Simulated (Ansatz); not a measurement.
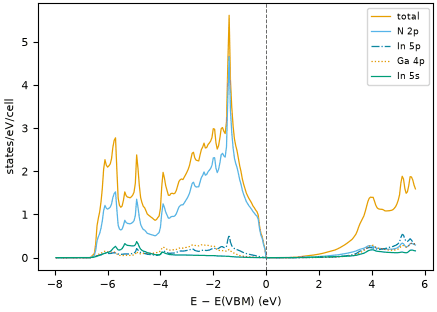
Fig. 1. Total and projected density of states of InGaN₂ in space group P3m1 (No. 156; In on 1a, Ga on 1c, N on 1c, N on 1a), r²SCAN (plane waves, PAW; program Ansatz)

Which orbitals carry the states next to the gap?

Top 1 eV of the valence band: N 2p 88 %, In 5p 6 %. Bottom 1 eV of the conduction band: N 2s 28 %, N 2p 27 %, In 5s 18 %, Ga 4s 16 %, In 5p 6 %. Projections are on Löwdin-orthogonalised atomic valence shells; empty p or d shells of many metals are not among them.

Where is the tallest occupied peak in this window, and what makes it?

Near -1.4 eV, about 5.6 states/eV per cell; the largest projected share is N 2p.

The first step of the workflow began from a Materials Project structure, measured or hypothetical; the Crystallography Open Database copy checked does not list it. Its standing as an ambient phase is unchecked. Symmetry was held in the r²SCAN relaxation; of distortions, only those at the zone centre were tested. Scalar-relativistic: spin–orbit coupling is off unless named, which matters more the heavier the elements.

Potentials: the later of the program's two PAW sets.
